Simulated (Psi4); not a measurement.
**singlet CH3FSb+: levels of theory compared**

We compute a comparison of 3 runs (B2PLYP/def2-SVP, DSD-PBEP86/def2-SVP, MP3/def2-SVP) of singlet CH3FSb+. 

Program for the calculation: Psi4 1.11.

4 further runs of the same task are left out: 3 that didn't finish, 1 set aside as unsound or not needed.

**1. The molecule**

CH3FSb+: 6 atoms, total charge +1, spin state singlet. SMILES of the parent species: `[CH3][Sb][F]`. The shape is that of a PBE0-D4/def2-TZVP optimisation. That shape belongs to the parent species and isn't relaxed for this state.

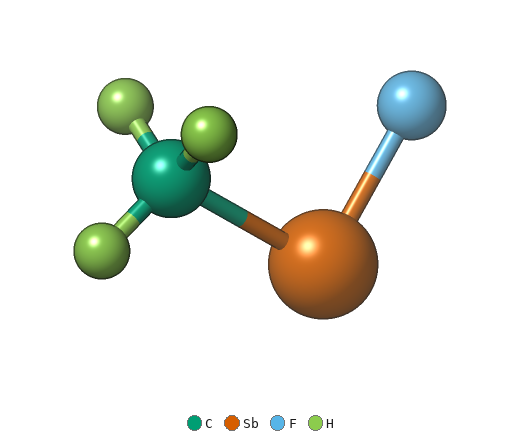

Viewed from a chosen angle; carbon teal, antimony orange, fluorine blue, hydrogen green.

**2. The energy at B2PLYP/def2-SVP (core potential, density fitting for correlation) (run 1)**

ch3fsb.xyz reads:

```xyz
6
CH3FSb
C     -0.347900     0.311200    -0.427100
Sb    -0.153500    -1.273300     1.003300
F      1.685400    -0.844100     1.388600
H     -1.357900     0.308400    -0.842100
H      0.375100     0.165900    -1.230600
H     -0.159100     1.267800     0.061800
```

job.py reads:

```python
import psi4

psi4.set_memory(1600000000)
psi4.set_num_threads(1)
psi4.core.set_output_file('output.dat', False)

with open('ch3fsb.xyz') as f:
    atoms = ''.join(f.readlines()[2:])
molecule = psi4.geometry('1 1\n' + atoms + 'symmetry c1')

psi4.set_options({
    'basis': 'def2-SVP',
    'reference': 'rks',
    'puream': True,
    'e_convergence': 1e-09,
    'd_convergence': 1e-08,
    'scf_type': 'pk',
    'dft_radial_points': 99,
    'dft_spherical_points': 590,
    'num_frozen_docc': 6,
})

E = psi4.energy('b2plyp')
print(f'b2plyp energy: {E:.10f} Eh')
```

Launch:

```bash
$ python job.py
```

output.dat:

```text
[...]
    !!!  WARNING: ECP capability is in beta. Please check occupations closely.  !!!
[...]
  Running in c1 symmetry.
[...]
  Nuclear repulsion =  127.929920742117162
[...]
  Multiplicity = 1
[...]
  Nalpha       = 20
  Nbeta        = 20
[...]
    Number of basis functions: 69
[...]
   @RKS iter   1:  -378.85286627629267   -1.82450e+00   8.87221e-03 DIIS/ADIIS
[...]
   @RKS iter  12:  -379.05008278320167   -5.57066e-12   5.13022e-09 DIIS
[...]
  @RKS Final Energy:  -379.05008278320167
   => Energetics <=
    Nuclear Repulsion Energy =            127.9299207421171616
    One-Electron Energy =                -856.5403612576894830
    Two-Electron Energy =                 366.9018495246977523
    DFT Exchange-Correlation Energy =     -17.3414917923270586
    Empirical Dispersion Energy =           0.0000000000000000
    VV10 Nonlocal Energy =                  0.0000000000000000
    Total Energy =                       -379.0500827832016739
[...]
 Multipole Moments:
 ------------------------------------------------------------------------------------
     Multipole            Electronic (a.u.)      Nuclear  (a.u.)        Total (a.u.)
 ------------------------------------------------------------------------------------
 L = 1.  Multiply by 2.5417464519 to convert [e a0] to [Debye]
 Dipole X            :        -13.1619221           11.8217237           -1.3401984
 Dipole Y            :        -19.2864647           19.3857293            0.0992646
 Dipole Z            :         11.0674342          -11.6993854           -0.6319511
 Magnitude           :                                                    1.4850413
[...]
```

The script printed:

```text
b2plyp energy: -379.1948411155 Eh
```

Run time: 12 s. Hardware: 1 thread of AMD EPYC 7R43 (Zen 3), shared host; peak memory 0.81 GiB.

**3. The energy at DSD-PBEP86/def2-SVP (core potential, density fitting for correlation) (run 2)**

ch3fsb.in reads:

```
memory 1600 MB

molecule {
  1 1
  C     -0.347900     0.311200    -0.427100
  Sb    -0.153500    -1.273300     1.003300
  F      1.685400    -0.844100     1.388600
  H     -1.357900     0.308400    -0.842100
  H      0.375100     0.165900    -1.230600
  H     -0.159100     1.267800     0.061800
  units angstrom
  symmetry c1
}

set {
  reference rks
  puream true
  e_convergence 1e-09
  d_convergence 1e-08
  scf_type pk
  dft_radial_points 99
  dft_spherical_points 590
  num_frozen_docc 6
}

energy('dsd-pbep86/def2-SVP')
```

Launch:

```bash
$ psi4 -n 1 ch3fsb.in ch3fsb.out
```

ch3fsb.out:

```text
[...]
    !!!  WARNING: ECP capability is in beta. Please check occupations closely.  !!!
[...]
  Running in c1 symmetry.
[...]
  Nuclear repulsion =  127.929920742117162
[...]
  Multiplicity = 1
[...]
  Nalpha       = 20
  Nbeta        = 20
[...]
    Number of basis functions: 69
[...]
   @RKS iter   1:  -378.48035850787375   -2.00864e+00   7.70814e-03 DIIS/ADIIS
[...]
   @RKS iter  12:  -378.63551909612949   -1.29035e-11   8.02164e-09 DIIS
[...]
  @RKS Final Energy:  -378.63551909612949
   => Energetics <=
    Nuclear Repulsion Energy =            127.9299207421171616
    One-Electron Energy =                -856.4088962419052677
    Two-Electron Energy =                 360.2210278788100482
    DFT Exchange-Correlation Energy =     -10.3775714751513792
    Empirical Dispersion Energy =           0.0000000000000000
    VV10 Nonlocal Energy =                  0.0000000000000000
    Total Energy =                       -378.6355190961294852
[...]
 Multipole Moments:
 ------------------------------------------------------------------------------------
     Multipole            Electronic (a.u.)      Nuclear  (a.u.)        Total (a.u.)
 ------------------------------------------------------------------------------------
 L = 1.  Multiply by 2.5417464519 to convert [e a0] to [Debye]
 Dipole X            :        -13.2217884           11.8217237           -1.4000647
 Dipole Y            :        -19.2903005           19.3857293            0.0954287
 Dipole Z            :         11.0462374          -11.6993854           -0.6531480
 Magnitude           :                                                    1.5478663
[...]
```

It took 11 s on 1 thread of AMD EPYC 7R43 (Zen 3), shared host; peak memory 0.81 GiB.

**4. A single-point energy at MP3/def2-SVP (core potential) (run 3)**

run.py reads:

```python
import numpy as np
from ase.calculators.psi4 import Psi4
from ase import Atoms

atoms = Atoms(['C', 'Sb', 'F', 'H', 'H', 'H'], positions=[
    [-0.347900, 0.311200, -0.427100],
    [-0.153500, -1.273300, 1.003300],
    [1.685400, -0.844100, 1.388600],
    [-1.357900, 0.308400, -0.842100],
    [0.375100, 0.165900, -1.230600],
    [-0.159100, 1.267800, 0.061800],
])
calc = Psi4(atoms=atoms, method='mp3', basis='def2-SVP', memory='1600MB', num_threads=1, charge=1, multiplicity=1, label='ch3fsb')
calc.psi4.set_options({'puream': True, 'e_convergence': 1e-09, 'd_convergence': 1e-08, 'scf_type': 'pk', 'num_frozen_docc': 6, 'mp_type': 'conv'})
atoms.calc = calc

print(f'energy: {atoms.get_potential_energy():.6f} eV')
```

Launch:

```bash
$ python run.py
```

ch3fsb.dat:

```text
[...]
    !!!  WARNING: ECP capability is in beta. Please check occupations closely.  !!!
[...]
  Running in c1 symmetry.
[...]
  Nuclear repulsion =  127.929920742117162
[...]
  Multiplicity = 1
[...]
  Nalpha       = 20
  Nbeta        = 20
[...]
    Number of basis functions: 69
[...]
   @RHF iter   1:  -377.78397780564330   -2.26771e+00   6.78719e-03 DIIS/ADIIS
[...]
   @RHF iter  13:  -377.91365261218016   -6.93490e-12   4.88368e-09 DIIS
[...]
  @RHF Final Energy:  -377.91365261218016
   => Energetics <=
    Nuclear Repulsion Energy =            127.9299207421171616
    One-Electron Energy =                -856.2434667948124343
    Two-Electron Energy =                 350.3998934405151431
    Total Energy =                       -377.9136526121801580
[...]
 Multipole Moments:
 ------------------------------------------------------------------------------------
     Multipole            Electronic (a.u.)      Nuclear  (a.u.)        Total (a.u.)
 ------------------------------------------------------------------------------------
 L = 1.  Multiply by 2.5417464519 to convert [e a0] to [Debye]
 Dipole X            :        -13.2995958           11.8217237           -1.4778722
 Dipole Y            :        -19.3063137           19.3857293            0.0794156
 Dipole Z            :         11.0280885          -11.6993854           -0.6712969
 Magnitude           :                                                    1.6251315
[...]
	SCS-MP2 Total Energy (a.u.)        :  -378.33728329598790
	SOS-MP2 Total Energy (a.u.)        :  -378.33375008596607
[...]
	SOS-PI-MP2 Total Energy (a.u.)     :  -378.36606527625730
[...]
	MP2 Total Energy (a.u.)            :  -378.34434971603162
[...]
	SCS-MP3 Total Energy (a.u.)        :  -378.34117743263056
[...]
	MP3 Total Energy (a.u.)            :  -378.35992626260219
[...]
```

Standard output:

```text
energy: -10295.698010 eV
```

Run time: 5.7 s. Hardware: 1 thread of AMD EPYC 7R43 (Zen 3), shared host; peak memory 0.36 GiB.

**5. The series**

```
run                                                                  level  fitting correlation         integration grid  energy (Eh)  HOMO energy (eV)  LUMO energy (eV)  HOMO–LUMO gap (eV)  wall time
  1      B2PLYP/def2-SVP (core potential, density fitting for correlation)      density fitting  99 radial × 590 angular  -379.194841            -15.33             -9.25                6.08       12 s
  2  DSD-PBEP86/def2-SVP (core potential, density fitting for correlation)      density fitting  99 radial × 590 angular  -378.865314            -16.12             -8.52                7.60       11 s
  3                                          MP3/def2-SVP (core potential)                 none                        –  -378.359926            -16.97             -7.23                9.75      5.7 s
```

**6. What came out**

| quantity | value |
| --- | --- |
| run 3: total energy | -378.35993 Eh |
| run 3: HOMO energy (Hartree–Fock orbitals) | -16.97 eV |
| run 3: LUMO energy (Hartree–Fock orbitals) | -7.23 eV |
| run 3: HOMO–LUMO gap (Hartree–Fock orbitals) | 9.75 eV |
| run 3: correlation energy (6 core orbitals frozen) | -446.3 mEh |

**Reading.** Totals of different functionals can't be ranked against each other. All runs together took 29 s, the longest 12 s.
